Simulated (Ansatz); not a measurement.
Fields on a plane of PtTe2 (space group P-3m1)

```yaml
crystal:
  lattice:
    - [4.01837, 0.00000, 0.00000]
    - [-2.00919, 3.48001, 0.00000]
    - [0.00000, 0.00000, 5.09632]
  atoms:
    - { symbol: Te, position: [0.66667, 0.33333, 0.73669] }
    - { symbol: Te, position: [0.33333, 0.66667, 0.26331] }
    - { symbol: Pt, position: [0.00000, 0.00000, 0.00000] }
```

The slice is a (-1 1 0 2) plane (indices of the conventional cell) through the point (0.667, 0.333, 0.737) (fractional), spanned by u = [110] and v = [1 -1 1] in vectors of this cell: u (4.02 Å) and v (8.63 Å, at 90° to u). It covers one period; positions are fractions (u, v).

Atoms on it: Te at (0.00, 0.00). Other atoms lie within 1 Å of the plane.

Level of theory: LDA (plane waves to 420 eV, PAW, scalar-relativistic; Ansatz, a quantum-chemistry and plane-wave program). k mesh 13×13×9. These are valence fields of a PAW run, semicore shells included where kept as valence: close to a nucleus they are smooth pseudo fields. PtTe2 is run without spin polarisation. PtTe2 was relaxed with its symmetry unable to fall. Spin-orbit coupling is left out, though Pt and Te are heavy.

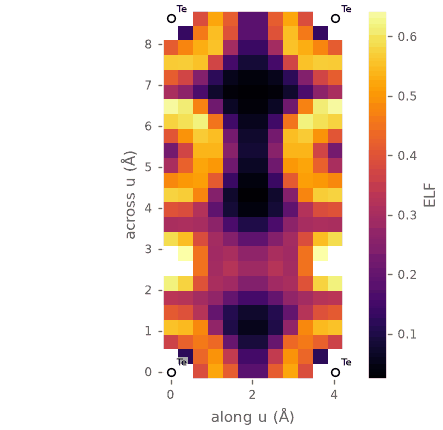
Figure: Electron localisation function (ELF), one period of the plane, atoms marked. Points within 0.5 Å of a nucleus are left white, as the pseudised field means little there.

```
|@@%%++==::::::::==++%%|
|**++==--::....::--==++|
|====--::..    ..::--==|
|::::::..        ..::::|
|::::....        ....::|
|----::..        ..::--|
|====--::..    ..::--==|
|**++==--::....::--==++|
|##**==--::....::--==**|
|##**==--::....::--==**|
|++====::..    ..::====|
|====--::..    ..::--==|
|==----::..    ..::----|
|++==--::::....::::--==|
|####++--::::::::--++##|
|@@%%**==--::::--==**%%|
|@@%%**==--::::--==**%%|
|%%##++----::::----++##|
|++++==--::::::::--==++|
|====--::........::--==|
|====--::........::--==|
|**++==--::....::--==++|
|@@%%++--::....::--++%%|
|@@@@**==::::::::==**@@|
```
Scale: ten equal steps from -1.53 (start of ' ') to 1.24 (end of '@'), in the order ' .:-=+*#%@'. Values: log₁₀ of the valence density in e/Å³. The map has 11 points along u (two characters each, u = 0 at the left) and 24 along v (v = 0 in the bottom row). The scale is logarithmic, as a density can span decades between atoms and voids.
